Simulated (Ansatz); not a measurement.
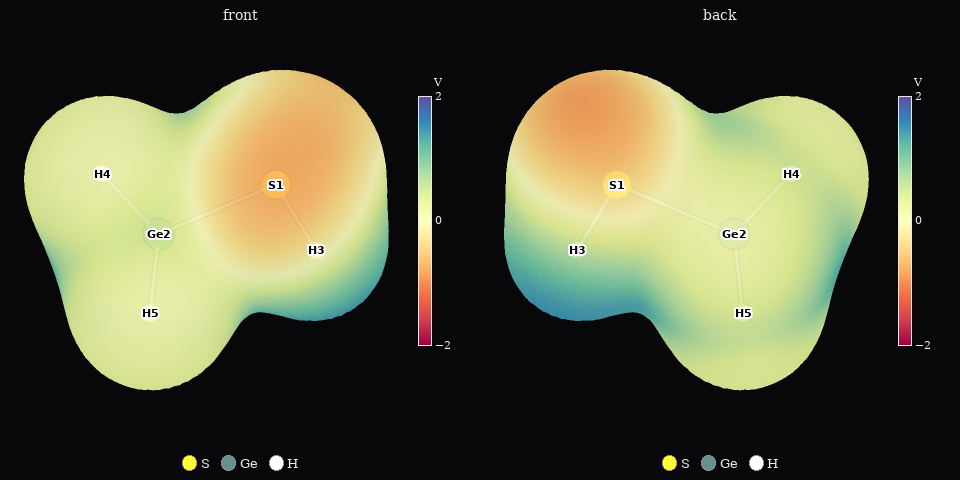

Figure. GeH₃S (SMILES [SH][GeH2]) (doublet). The electrostatic potential painted on the density surface at 0.002 e/bohr³, seen from the front and from behind; red is negative and blue positive.

Level of theory: UKS PBE0-D4/def2-mTZVP (Ansatz 0.2.0).

```xyz
5

S     1.0551   -0.8173    0.9587
Ge   -0.4321    0.5773    0.0608
H     0.3816   -1.9469    0.6417
H    -0.0189    1.9657    0.6029
H    -1.8530    0.2045    0.5636
```

Question: Describe the electrostatic potential map.

Answer: The most negative region (about −0.9 V) lies over S1, the most positive (about +1.5 V) over H3.
